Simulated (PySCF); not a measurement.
## Electronic structure of C$_{2}$H$_{4}$OSSi (SMILES [SiH3]OC=C=S) in real space

Input file:

```
{"job": {"kind": "nmr", "xc": "PBE0", "basis": "pcSseg-1"}, "charge": 0, "multiplicity": 1}
Si    -1.435554    -0.321905     0.019744
O     -0.305173     0.627988    -0.676485
C      1.030116     0.703291    -0.477667
C      1.749956    -0.003403     0.349777
S      2.665083    -0.809269     1.323520
H     -1.484587    -0.087626     1.463238
H     -2.586664     0.184151    -0.707701
H     -1.138754    -1.734731    -0.220454
H      1.519138     1.447497    -1.099152
```

Command:

```sh
OMP_NUM_THREADS=1 python probes_run.py task.json out
```

Geometry: GFN2-xTB.

The calculation used PBE0/pcSseg-1, SCF density, gas phase, non-relativistic in PySCF 2.14.0.

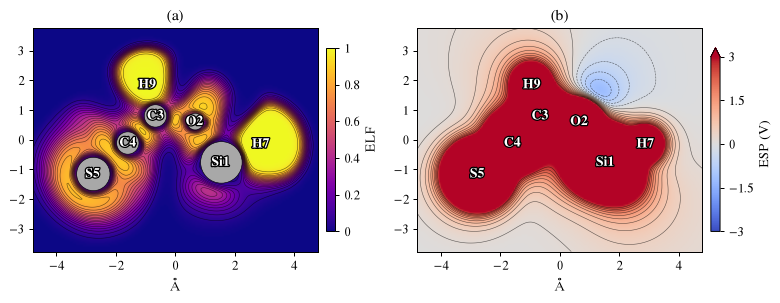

Figure 1. (a) ELF; (b) electrostatic potential on the plane of atoms O2, C3 and H9. Grey discs cover the atomic cores in the ELF map.

What does the map show?

Answer.
- Atoms in the plane: Si, O, C, S and H.
- C–C (1.30 Å): the ELF peaks at about 0.90 between the atoms: a multiple bond.
- C–O (1.35 Å): the ELF peaks at about 0.90 between the atoms, as expected for a shared but strongly polarised pair.
- C–S (1.56 Å): the ELF peaks at about 0.85 between the atoms, as expected for localised, covalent bonding.
- Si–O (1.63 Å): the ELF peaks at about 0.85 between the atoms, as expected for a shared but strongly polarised pair.
- C–H (1.09 Å): the ELF climbs to about 1 towards the hydrogen, as it does in any bond to H; an ordinary covalent bond to hydrogen.
- The ELF also peaks beside S5 and O2, away from the bonds: lone-pair regions.
- Outside the dense part of the molecule the potential is most negative (−1.2 V) near O2.

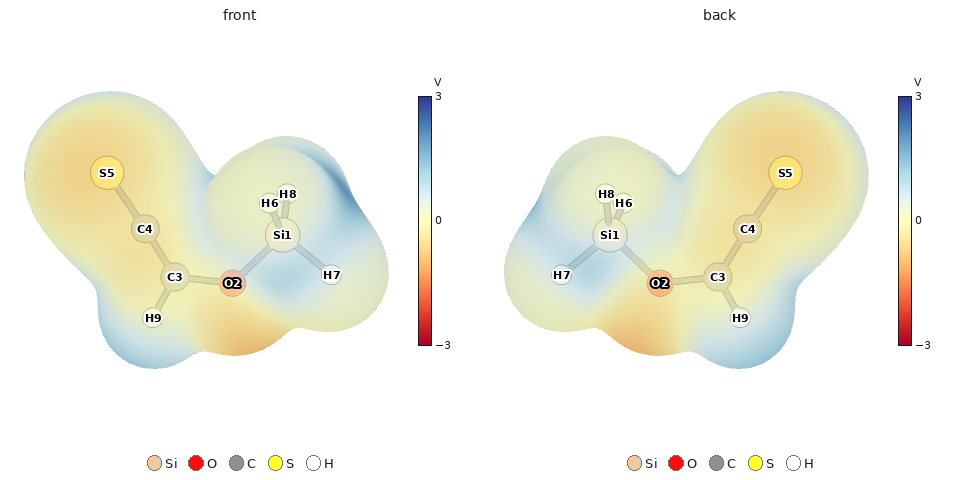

Figure 2. The electrostatic potential painted on the density surface at 0.002 e/bohr³, seen from the front and from behind; red is negative and blue positive.

Where is the surface potential most negative and most positive?

Answer. The most negative region (about −0.9 V) lies over O2, the most positive (about +1.9 V) over Si1.
